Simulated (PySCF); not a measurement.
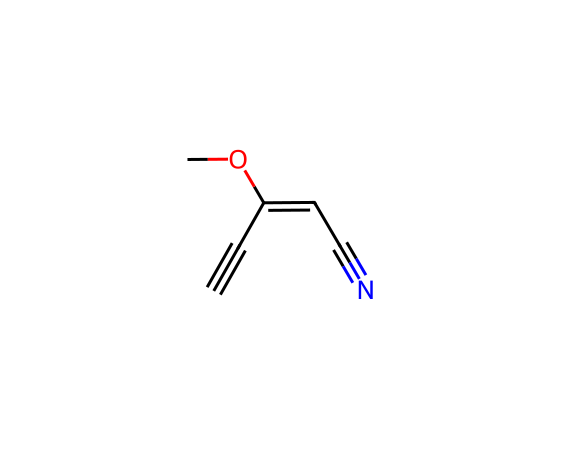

Computed geometry: GFN2-xTB optimisation. No frequency run is at hand to confirm it as a minimum. Properties computed with ωB97X-D/def2-SVPD, gas phase (PySCF 2.14.0). Excitations: vertical, linear response.

Question: Give the HOMO energy (Kohn–Sham orbital) at this level.

Answer: −8.86 eV.

Question: Estimate the LUMO energy (Kohn–Sham orbital).

Answer: −0.28 eV.

Question: Estimate the dipole moment.

Answer: 5.42 D.

Question: What is the mean static polarisability?

Answer: 82.4 bohr³.
